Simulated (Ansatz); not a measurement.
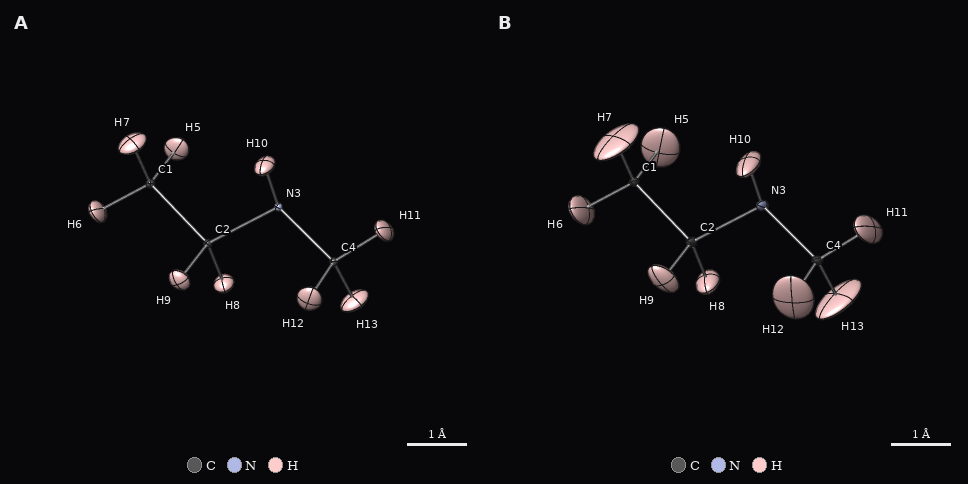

Displacement ellipsoids at the 50 % level, from the internal vibrations of the free molecule (harmonic, no overall translation or rotation; no half-axis is drawn under 0.075 Å). Vibrations computed with RKS PBE0-D4/def2-TZVP (Ansatz 0.2.0). One panel is for 0 K (zero-point motion alone), the other for 600 K.

Which panel is for 600 K?

Answer. B.

How much does the mean-square displacement of N3 grow, and why?

Answer. U_eq goes from 0.0017 to 0.0068 Å², a factor of 3.9. Modes below kT (417 cm⁻¹ at 600 K) grow about in proportion to T, and the lowest lies at 123 cm⁻¹; the mean-square amplitude of a mode is its zero-point value times coth(ħω/2kT), which comes close to 1 only above about 3kT.
